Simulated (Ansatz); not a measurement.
**B₂H₆OSi (SMILES BOB[SiH3]): density, localisation and related maps**

```xyz
10

B    -0.6300    1.4865   -1.1145
O     0.6628    1.1277   -0.7123
B     0.5721   -0.3176   -0.5321
Si    0.3640   -1.0522    1.2470
H    -0.9516    1.5783   -2.2925
H    -1.4739    1.8800   -0.3185
H     0.8647   -1.0442   -1.4169
H     0.3732   -2.5137    1.1730
H    -1.0280   -0.6155    1.7719
H     1.3299   -0.5805    2.1978
```

The fields and orbitals are those of the mean-field reference, not of the correlated method.

All numbers below come from SCF PBE-QIDH, Gaussian basis in Ansatz.

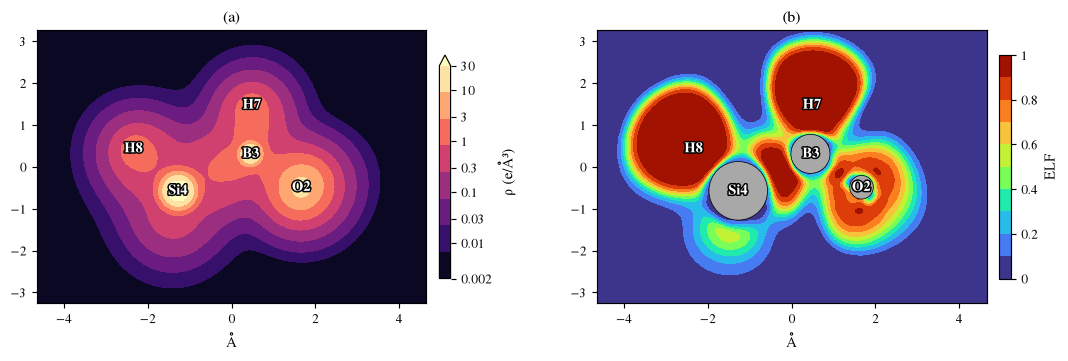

Figure 1. (a) total electron density; (b) electron localisation function on the plane of atoms B3, Si4 and H8. Grey discs cover the atomic cores in the ELF map.

**Read the bonding off the picture.**

The plane passes through O, B, Si and H nuclei.
Si–B (1.94 Å): the density is about 0.9 e/Å³ at the midpoint; the ELF peaks at about 1 between the atoms: a shared electron pair.
B–H (1.18 Å): ρ is about 1.3 e/Å³ halfway; the ELF climbs to about 1 towards the hydrogen, as it does in any bond to H: a covalent bond by its length.
B–O (1.46 Å): ρ is about 1.6 e/Å³ halfway; the ELF peaks at about 0.95 between the atoms, as expected for a shared but strongly polarised pair.
Si–H (1.46 Å): the density is about 0.77 e/Å³ at the midpoint; the ELF climbs to about 1 towards the hydrogen.
The ELF also peaks beside O2, away from the bonds: lone-pair regions.

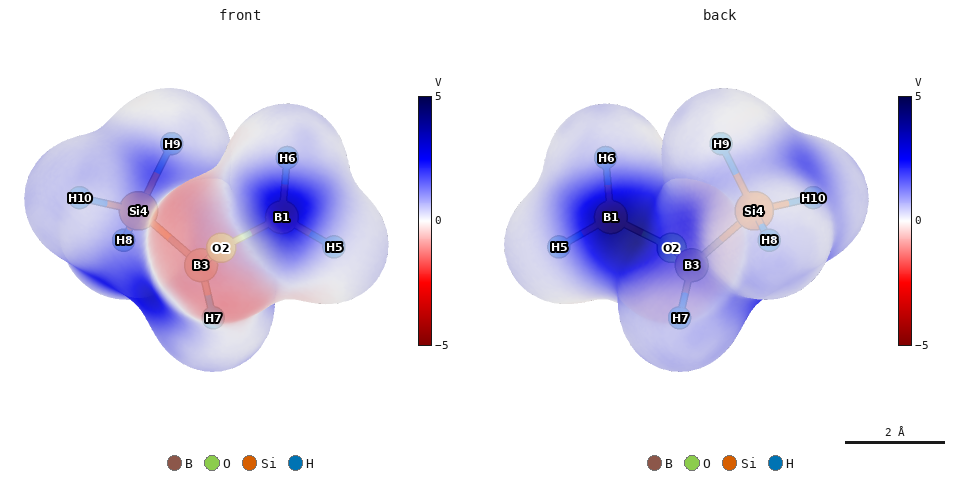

Figure 2. The molecular electrostatic potential painted on the density surface at 0.004 e/bohr³, seen from the front and from behind; red is negative and blue positive.

**Where is the surface potential most negative and most positive?**

The most negative region (about −1.0 V) lies over O2, the most positive (about +4.1 V) over B1 and B3. O2 is the likeliest acceptor of a hydrogen bond.

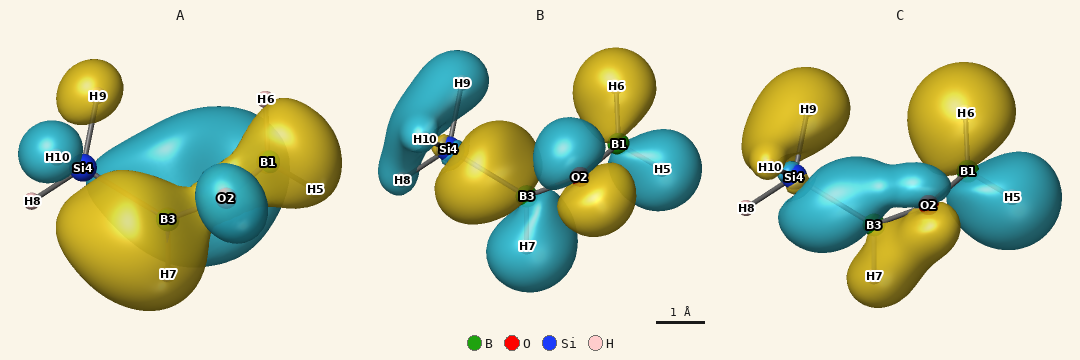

Figure 3. Three frontier orbitals at ±0.08 Å⁻³ᐟ² (yellow and cyan are the two phases), in no order.

**Which picture is the HOMO−1, the HOMO and the LUMO?**

C is the HOMO−1 (−11.34 eV). By Hirshfeld shares it lies mainly on B1 (about 20 %), H6 (about 15 %), Si4 (about 15 %), H5 (about 15 %), B3 (about 15 %) and O2 (about 10 %). B is the HOMO (−9.65 eV). It lies mainly on O2 (about 30 %), Si4 (about 20 %), B3 (about 20 %), H7 (about 10 %) and B1 (about 10 %). A is the LUMO (−0.74 eV). It lies mainly on B3 (about 40 %), B1 (about 20 %), Si4 (about 15 %) and O2 (about 10 %).

**What is the HOMO–LUMO gap?**

8.91 eV between the orbital energies.
